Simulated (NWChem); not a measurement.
Single-point calculation, with input and output: F2

The run: single-point calculation of F2. Method and program: PBE0/6-311+G**, RKS, dispersion D3(BJ) (NWChem 7.3.0).

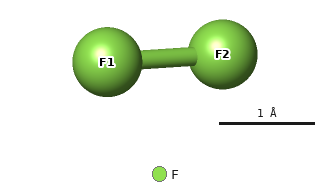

*The structure (ball-and-stick view, seen at a tilt; atoms are numbered from 1 in the order of the input).*

Bond lengths as drawn: F–F 1.38 Å.

Input file
```
start f2
memory 2200 mb
geometry noautosym nocenter noautoz
  F    -3.124140    0.603890    0.241660
  F    -3.888520   -0.368710    0.843390
  bqNa     1.526470    -0.185100     0.807100
  bqS     -0.544430     0.700900    -0.219000
  bqH     -0.982030    -0.515800    -0.588100
end
basis spherical bse
  F library 6-311+G**
  bqNa library Na 6-311+G**
  bqS library S 6-311+G**
  bqH library H 6-311+G**
end
dft
  xc pbe0
  disp vdw 4
  grid fine
  convergence energy 1e-08
  iterations 100
  mulliken
  print low
end
task dft
```

Command:
```bash
nwchem f2.nw > f2.out
```

Log
```
Northwest Computational Chemistry Package (NWChem) 7.3.0
             --------------------------------------------------------

           Job information
           ---------------

    nwchem branch   = 7.3.0
    use scalapack   = T
    input           = f2.nw
    prefix          = f2.
    data base       = ./f2.db
    status          = startup
    nproc           =        1

           Memory information
           ------------------

    heap     =     72089596 doubles =      550.0 Mbytes
    stack    =     72089601 doubles =      550.0 Mbytes
    global   =    144179200 doubles =     1100.0 Mbytes (distinct from heap & stack)
    total    =    288358397 doubles =     2200.0 Mbytes
    verify   = yes
    hardfail = no

           Directory information
           ---------------------

  0 permanent = .
  0 scratch   = .

                                NWChem Input Module
                                -------------------

 Scaling coordinates for geometry "geometry" by  1.889725989
 (inverse scale =  0.529177249)

                             Geometry "geometry" -> ""
                             -------------------------

 Output coordinates in angstroms (scale by  1.889725989 to convert to a.u.)

  No.       Tag          Charge          X              Y              Z
 ---- ---------------- ---------- -------------- -------------- --------------
    1 F                    9.0000    -3.12414000     0.60389000     0.24166000
    2 F                    9.0000    -3.88852000    -0.36871000     0.84339000
    3 bqNa                 0.0000     1.52647000    -0.18510000     0.80710000
    4 bqS                  0.0000    -0.54443000     0.70090000    -0.21900000
    5 bqH                  0.0000    -0.98203000    -0.51580000    -0.58810000

      Atomic Mass
      -----------

      F                 18.998400

 Effective nuclear repulsion energy (a.u.)      31.1594969926

            Nuclear Dipole moment (a.u.)
            ----------------------------
        X                 Y               Z
 ---------------- ---------------- ----------------
  -119.2680526597     3.9998318219    18.4540246552

            XYZ format geometry
            -------------------
     5
 geometry
 F                    -3.12414000     0.60389000     0.24166000
 F                    -3.88852000    -0.36871000     0.84339000
 bqNa                  1.52647000    -0.18510000     0.80710000
 bqS                  -0.54443000     0.70090000    -0.21900000
 bqH                  -0.98203000    -0.51580000    -0.58810000

 ==============================================================================
                                internuclear distances
 ------------------------------------------------------------------------------
       center one      |      center two      | atomic units |  angstroms
 ------------------------------------------------------------------------------
    4 bqS              |   1 F                |     4.95545  |     2.62231
    4 bqS              |   3 bqNa             |     4.67741  |     2.47518
    5 bqH              |   1 F                |     4.82929  |     2.55555
    5 bqH              |   3 bqNa             |     5.46014  |     2.88938
    5 bqH              |   4 bqS              |     2.54102  |     1.34465
 ------------------------------------------------------------------------------
                         number of included internuclear distances:          5
 ==============================================================================

 ==============================================================================
                                 internuclear angles
 ------------------------------------------------------------------------------
        center 1       |       center 2       |       center 3       |  degrees
 ------------------------------------------------------------------------------
    1 F                |   5 bqH              |   4 bqS              |    77.71
    3 bqNa             |   4 bqS              |   5 bqH              |    93.57
    1 F                |   4 bqS              |   3 bqNa             |   137.48
    4 bqS              |   5 bqH              |   1 F                |    77.71
    3 bqNa             |   4 bqS              |   5 bqH              |    93.57
    1 F                |   5 bqH              |   3 bqNa             |   121.39
    1 F                |   5 bqH              |   4 bqS              |    77.71
    5 bqH              |   4 bqS              |   3 bqNa             |    93.57
 ------------------------------------------------------------------------------
                            number of included internuclear angles:          8
 ==============================================================================

                      Basis "ao basis" -> "" (spherical)
                      -----
  [basis functions not shown]

 Summary of "ao basis" -> "" (spherical)
 ------------------------------------------------------------------------------
       Tag                 Description            Shells   Functions and Types
 ---------------- ------------------------------  ------  ---------------------
 F                         6-311+G**                10       22   5s4p1d
 bqNa                      6-311+G**                14       30   7s6p1d
 bqS                       6-311+G**                14       30   7s6p1d
 bqH                       6-311+G**                 4        6   3s1p

                                 NWChem DFT Module
                                 -----------------

  Caching 1-el integrals
   Time after variat. SCF:      0.1

     ---------------------------------------------
      Total Density - Mulliken Population Analysis
     ---------------------------------------------

    Atom       Charge   Shell Charges
 -----------   ------   -------------------------------------------------------
    1 F    9     8.99   1.08  0.92  1.07  1.11  2.27  0.89  1.64 -0.07  0.08  0.00
    2 F    9     8.99   1.08  0.92  1.07  1.11  2.27  0.88  1.63 -0.07  0.09  0.00
    3 X    0    -0.00   0.00 -0.00  0.00 -0.00 -0.00 -0.00 -0.00 -0.00  0.00 -0.00 -0.00  0.00  0.00 -0.00
    4 X    0     0.02   0.00 -0.00  0.00 -0.00  0.00 -0.00  0.00 -0.00  0.00 -0.00  0.00  0.01  0.01  0.00
    5 X    0    -0.00  -0.00  0.00 -0.00  0.00
   Time prior to 1st pass:      0.1

           Memory utilization after 1st SCF pass:
           Heap Space remaining (MW):       37.01            37005484
          Stack Space remaining (MW):       72.09            72088844

   convergence    iter        energy       DeltaE   RMS-Dens  Diis-err    time
 ---------------- ----- ----------------- --------- --------- ---------  ------
 d= 0,ls=0.0,diis     1   -199.3481558995 -2.31D+02  2.79D-03  6.58D-01     1.2
 d= 0,ls=0.0,diis     2   -199.3645450677 -1.64D-02  1.45D-03  2.35D-01     2.3
 d= 0,ls=0.0,diis     3   -199.3784018562 -1.39D-02  2.86D-04  9.03D-03     3.3
 d= 0,ls=0.0,diis     4   -199.3789811583 -5.79D-04  4.52D-05  2.66D-04     4.4
 d= 0,ls=0.0,diis     5   -199.3789964410 -1.53D-05  8.74D-06  5.28D-06     5.4
 d= 0,ls=0.0,diis     6   -199.3789965857 -1.45D-07  4.08D-06  3.13D-06     6.4
 d= 0,ls=0.0,diis     7   -199.3789968137 -2.28D-07  8.80D-08  1.66D-09     7.3
 d= 0,ls=0.0,diis     8   -199.3789968137 -8.13D-11  5.72D-09  9.57D-13     8.3

         Total DFT energy =     -199.378996813747
      One electron energy =     -340.001129324189
           Coulomb energy =      130.053116218995
    Exchange-Corr. energy =      -20.590349172678
 Nuclear repulsion energy =       31.159496992632

    Dispersion correction =       -0.000131528506

 Numeric. integr. density =       18.000000164354

     Total iterative time =      8.2s

     ---------------------------------------------
      Total Density - Mulliken Population Analysis
     ---------------------------------------------

    Atom       Charge   Shell Charges
 -----------   ------   -------------------------------------------------------
    1 F    9     8.99   1.08  0.92  1.13  1.13  2.27  0.89  1.54 -0.06  0.07  0.01
    2 F    9     8.99   1.08  0.92  1.13  1.13  2.28  0.89  1.53 -0.06  0.09  0.01
    3 X    0    -0.00   0.00 -0.00  0.00 -0.00 -0.00 -0.00 -0.00 -0.00  0.00 -0.00 -0.00  0.00  0.00 -0.00
    4 X    0     0.03   0.00 -0.00  0.00 -0.00  0.00 -0.00  0.00 -0.00  0.00 -0.00  0.00  0.01  0.01  0.00
    5 X    0    -0.00  -0.00  0.00 -0.00  0.00

     -------------------------------------------
      Total Density - Lowdin Population Analysis
     -------------------------------------------

    Atom       Charge   Shell Charges
 -----------   ------   -------------------------------------------------------
    1 F    9     8.97   1.03  0.96  1.15  1.03  2.24  0.69  1.47  0.13  0.26  0.01
    2 F    9     8.99   1.03  0.96  1.15  1.03  2.24  0.70  1.48  0.14  0.26  0.01
    3 X    0     0.01   0.00  0.00  0.00  0.00  0.00  0.00  0.00  0.00  0.00  0.00  0.00  0.00  0.00  0.00
    4 X    0     0.04   0.00  0.00  0.00  0.00  0.00  0.00  0.00  0.00  0.00  0.00  0.02  0.00  0.01  0.00
    5 X    0     0.00   0.00  0.00  0.00  0.00

 Task  times  cpu:        8.3s     wall:        8.3s
 Total times  cpu:        8.3s     wall:        8.3s
```

Results in brief

| quantity | value |
| --- | --- |
| outcome | converged |
| total energy | −199.378997 hartree |
| dispersion energy | −0.000132 hartree |
| hardware | 1 thread of Intel Xeon (Granite Rapids), 16 GiB of memory available, shared host |
| wall time | 9 s |
| peak memory | 0.12 GiB |
